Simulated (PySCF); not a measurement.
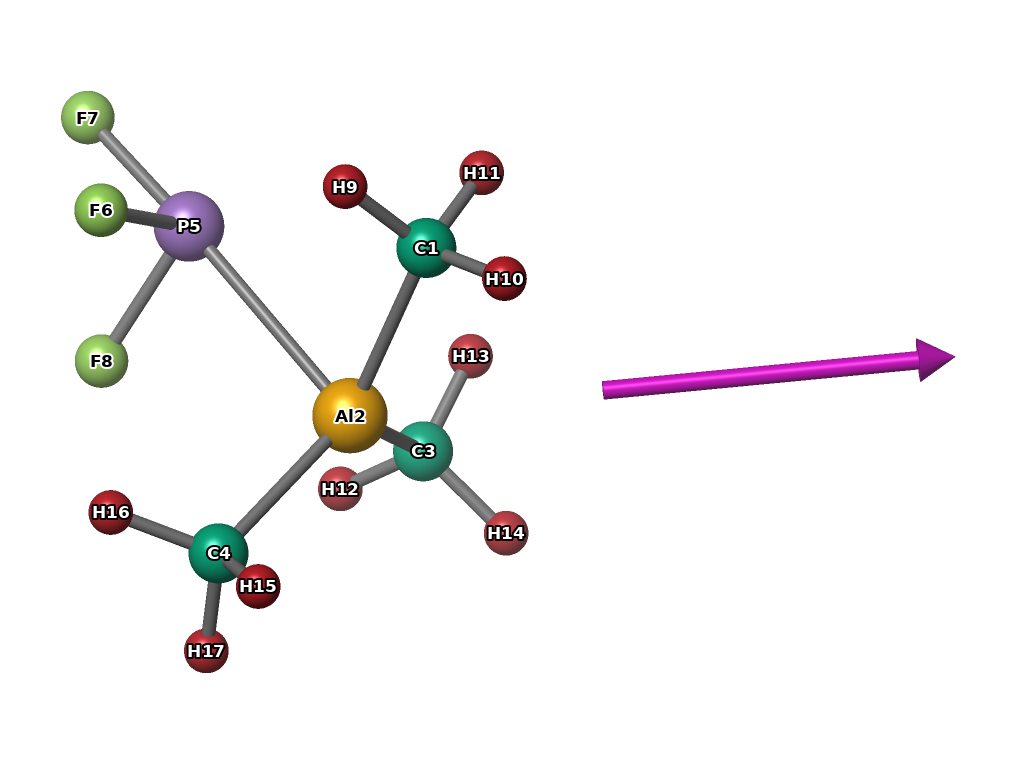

The arrow beside the molecule shows the direction of the dipole moment, from the negative to the positive end (its length means nothing). Computed geometry: GFN2-xTB optimisation. No frequency run is at hand to confirm it as a minimum. Level of theory: B3LYP/def2-SVPD, gas phase (PySCF 2.14.0).

How large is the dipole moment?

Answer. 1.51 D; it points from the side of H16 to the side of H10, H11, H14 (the outermost atoms at the two ends).

The geometry is semi-empirical. Around Al, P such bond lengths and angles can be off by a tenth of an ångström or more and by several degrees, and values that hang on the shape move with them.
